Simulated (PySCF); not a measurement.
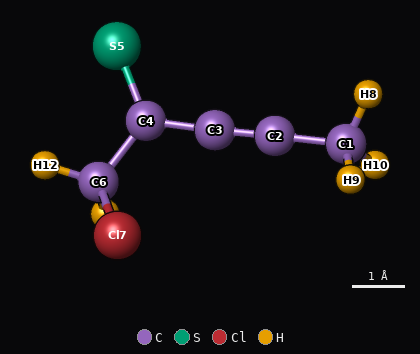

The structure (ball-and-stick view, seen at a tilt; atoms are numbered from 1 in the order of the input). Bond lengths as drawn: C–C 1.21 to 1.50 Å, C–Cl 1.79 Å, C–H 1.09 Å and C–S 1.64 Å.

# Two runs on C₅H₅ClS

System: C₅H₅ClS.
Method of run 1: GIAO PBE0/pcSseg-1 NMR shielding, non-relativistic, gas phase (PySCF 2.14.0).

The geometry comes from this level: GFN2-xTB, NEB image 0 of 0 to 8. Text and figures count atoms from 1; the logs count them from 0 in places.

### Input file, run 1
```
{"job": {"kind": "nmr", "xc": "PBE0", "basis": "pcSseg-1", "pop": false}, "charge": 0, "multiplicity": 1}
C      2.445800     0.284000     0.971300
C      1.187500     0.380400     0.285300
C      0.123400     0.440100    -0.285300
C     -1.092300     0.563000    -0.955800
S     -1.304200     1.653100    -2.159400
C     -2.204300    -0.363200    -0.575600
Cl    -2.240700    -0.670800     1.185800
H      2.991500     1.223200     0.887900
H      2.279900     0.051000     2.022900
H      3.042500    -0.512500     0.525500
H     -2.058800    -1.334000    -1.057800
H     -3.169100     0.049800    -0.870700
```

The first line tells a small driver script what to run in PySCF; the rest is the geometry in Å.

Launched with:
```bash
OMP_NUM_THREADS=1 python <driver script> task.json out
```

Hardware: 1 CPU thread, shared host.

### Output (run 1)
```
coarse grid: 11784 points
cycle   1  E = -1051.1720974662  dE =  9.754e-01  |g| = 4.039e-01  |ddm| = 3.820e+00
cycle   2  E = -1051.1113382786  dE =  6.076e-02  |g| = 6.422e-01  |ddm| = 1.410e+00
cycle   3  E = -1051.2134041281  dE = -1.021e-01  |g| = 1.425e-01  |ddm| = 1.045e+00
cycle   4  E = -1051.2184548181  dE = -5.051e-03  |g| = 5.621e-02  |ddm| = 2.619e-01
cycle   5  E = -1051.2192199049  dE = -7.651e-04  |g| = 1.991e-02  |ddm| = 7.677e-02
cycle   6  E = -1051.2192983034  dE = -7.840e-05  |g| = 8.006e-03  |ddm| = 2.471e-02
cycle   7  E = -1051.2193168440  dE = -1.854e-05  |g| = 2.141e-03  |ddm| = 1.167e-02
cycle   8  E = -1051.2193180365  dE = -1.193e-06  |g| = 4.053e-04  |ddm| = 2.685e-03
final grid: 106392 points
cycle   9  E = -1051.2634163349  dE = -1.613e-05  |g| = 9.725e-03  |ddm| = 6.850e-02
cycle  10  E = -1051.2633453584  dE =  7.098e-05  |g| = 1.796e-02  |ddm| = 3.546e-02
cycle  11  E = -1051.2634401264  dE = -9.477e-05  |g| = 2.386e-03  |ddm| = 2.775e-02
cycle  12  E = -1051.2634415886  dE = -1.462e-06  |g| = 4.788e-04  |ddm| = 3.159e-03
cycle  13  E = -1051.2634416278  dE = -3.923e-08  |g| = 2.722e-04  |ddm| = 5.678e-04
cycle  14  E = -1051.2634416458  dE = -1.798e-08  |g| = 4.259e-05  |ddm| = 2.373e-04
cycle  15  E = -1051.2634416461  dE = -3.583e-10  |g| = 1.849e-05  |ddm| = 7.291e-05
converged SCF energy = -1051.2634416461

GIAO shielding tensors (ppm)
atom      isotropic    diamagn.    paramagn.     s11        s22        s33       span
  0 C      179.548     254.417     -74.869    172.799    174.697    191.150     18.351
  1 C       60.378     265.469    -205.091     -3.275     25.493    158.915    162.191
  2 C       92.618     251.085    -158.467      0.449      8.182    269.224    268.776
  3 C      -50.858     261.052    -311.910   -218.262    -67.971    133.660    351.922
  4 S     -622.608    1055.757   -1678.365  -1982.141   -508.039    622.355   2604.496
  5 C      124.166     246.997    -122.831    105.458    122.400    144.639     39.181
  6 Cl     820.212    1146.864    -326.653    616.920    775.047   1068.668    451.748
  7 H       29.039      27.413       1.626     24.154     27.405     35.558     11.404
  8 H       29.241      29.353      -0.112     24.032     27.878     35.812     11.780
  9 H       29.234      28.838       0.396     24.646     27.128     35.929     11.283
 10 H       27.129      28.227      -1.098     22.997     26.104     32.287      9.290
 11 H       27.083      29.313      -2.229     21.074     26.823     33.353     12.279
```

The input of run 2 differs as follows (lines with − go, lines with + come):
```diff
-C      2.445800     0.284000     0.971300
-C      1.187500     0.380400     0.285300
-C      0.123400     0.440100    -0.285300
-C     -1.092300     0.563000    -0.955800
-S     -1.304200     1.653100    -2.159400
-C     -2.204300    -0.363200    -0.575600
-Cl    -2.240700    -0.670800     1.185800
-H      2.991500     1.223200     0.887900
-H      2.279900     0.051000     2.022900
-H      3.042500    -0.512500     0.525500
-H     -2.058800    -1.334000    -1.057800
-H     -3.169100     0.049800    -0.870700
+C      2.592200     0.178300     0.740200
+C      1.243200     0.354600     0.274700
+C      0.108900     0.474800    -0.124500
+C     -1.185600     0.697400    -0.603100
+S     -1.580200     2.108000    -1.328200
+C     -2.150100    -0.443100    -0.444300
+Cl    -3.805100     0.115200    -0.074200
+H      3.040700     1.146200     0.961500
+H      2.605300    -0.443900     1.634700
+H      3.180300    -0.310600    -0.037000
+H     -1.835900    -1.113500     0.357200
+H     -2.212700    -0.999400    -1.383100
```

How does run 2 compare with run 1?

With the same method and basis, run 2 lies 2.3 kcal/mol higher. The HOMO goes from −6.70 to −6.56 eV. The dipole moment goes from 2.72 to 4.79 D. Of all shieldings, the largest change is that of S5, by −117.9 ppm. The number of SCF iterations is the same.

### Output (run 2)
```
coarse grid: 11784 points
cycle   1  E = -1051.1634660037  dE =  9.802e-01  |g| = 4.153e-01  |ddm| = 3.807e+00
cycle   2  E = -1051.0753897460  dE =  8.808e-02  |g| = 7.172e-01  |ddm| = 1.585e+00
cycle   3  E = -1051.2098050901  dE = -1.344e-01  |g| = 1.424e-01  |ddm| = 1.190e+00
cycle   4  E = -1051.2149497060  dE = -5.145e-03  |g| = 5.322e-02  |ddm| = 2.535e-01
cycle   5  E = -1051.2156493199  dE = -6.996e-04  |g| = 2.054e-02  |ddm| = 7.837e-02
cycle   6  E = -1051.2157343116  dE = -8.499e-05  |g| = 7.651e-03  |ddm| = 2.377e-02
cycle   7  E = -1051.2157506880  dE = -1.638e-05  |g| = 2.224e-03  |ddm| = 1.048e-02
cycle   8  E = -1051.2157519631  dE = -1.275e-06  |g| = 3.624e-04  |ddm| = 2.999e-03
final grid: 106392 points
cycle   9  E = -1051.2598196902  dE = -1.628e-05  |g| = 9.692e-03  |ddm| = 6.918e-02
cycle  10  E = -1051.2597454748  dE =  7.422e-05  |g| = 1.823e-02  |ddm| = 3.684e-02
cycle  11  E = -1051.2598432841  dE = -9.781e-05  |g| = 2.431e-03  |ddm| = 2.873e-02
cycle  12  E = -1051.2598448013  dE = -1.517e-06  |g| = 4.838e-04  |ddm| = 3.251e-03
cycle  13  E = -1051.2598448439  dE = -4.263e-08  |g| = 2.650e-04  |ddm| = 5.544e-04
cycle  14  E = -1051.2598448610  dE = -1.702e-08  |g| = 4.229e-05  |ddm| = 2.407e-04
cycle  15  E = -1051.2598448613  dE = -3.790e-10  |g| = 1.563e-05  |ddm| = 6.658e-05
converged SCF energy = -1051.2598448613

GIAO shielding tensors (ppm)
atom      isotropic    diamagn.    paramagn.     s11        s22        s33       span
  0 C      179.776     254.321     -74.545    172.939    174.928    191.461     18.522
  1 C       65.276     265.434    -200.158     -4.903     34.102    166.628    171.531
  2 C       92.902     251.422    -158.519      0.241      3.531    274.936    274.695
  3 C      -50.347     262.183    -312.530   -225.584    -60.867    135.411    360.995
  4 S     -740.500    1055.681   -1796.180  -2363.940   -577.314    719.755   3083.695
  5 C      124.513     244.988    -120.475    103.363    120.266    149.912     46.549
  6 Cl     782.959    1144.528    -361.569    549.871    724.269   1074.736    524.865
  7 H       29.040      27.497       1.544     24.218     27.545     35.358     11.139
  8 H       29.411      29.339       0.072     24.266     27.608     36.358     12.092
  9 H       29.231      28.740       0.490     24.620     27.245     35.827     11.208
 10 H       26.774      28.473      -1.699     20.978     25.944     33.399     12.421
 11 H       27.250      27.347      -0.097     22.428     26.651     32.671     10.243
```

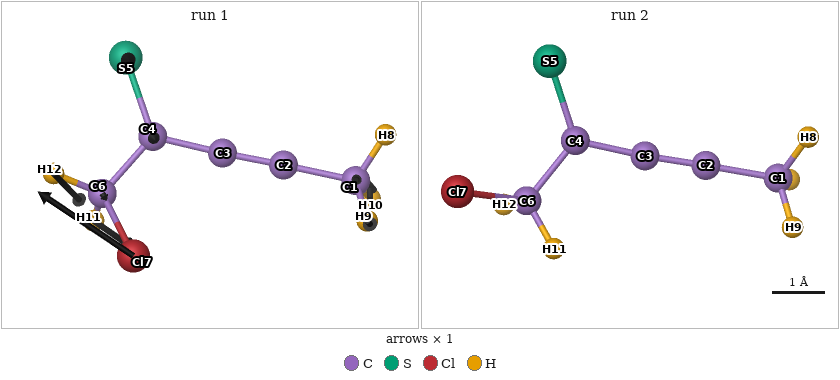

The two input geometries at one scale (ball-and-stick view, seen at a tilt). The black arrows on the first give the shifts of the atoms after the best rigid fit, at true length. The largest move after the best rigid fit is that of Cl7, 2.24 Å. Largest moves by element: Cl 2.24 Å, H 1.59 Å, S 0.69 Å, C 0.28 Å. Among the contacts that change: C4–C6 1.496 → 1.502 Å, C3–C4 1.394 → 1.398 Å.

### The two runs side by side

| quantity | run 1 | run 2 |
| --- | --- | --- |
| outcome | converged | converged |
| total energy (hartree) | −1051.263442 | −1051.259845 |
| HOMO (eV) | −6.70 | −6.56 |
| LUMO (eV) | −2.90 | −2.90 |
| dipole moment (D) | 2.72 | 4.79 |
| shielding of C2 (ppm) | 60.4 | 65.3 |
| shielding of C3 (ppm) | 92.6 | 92.9 |
| shielding of C4 (ppm) | −50.9 | −50.3 |
| shielding of S5 (ppm) | −622.6 | −740.5 |
| shielding of C6 (ppm) | 124.2 | 124.5 |
| shielding of Cl7 (ppm) | 820.2 | 783.0 |
| shielding of H11 (ppm) | 27.1 | 26.8 |
| SCF iterations | 15 | 15 |
| basis functions | 158 | 158 |
| wall time (shared host) | 24 s | 17 s |
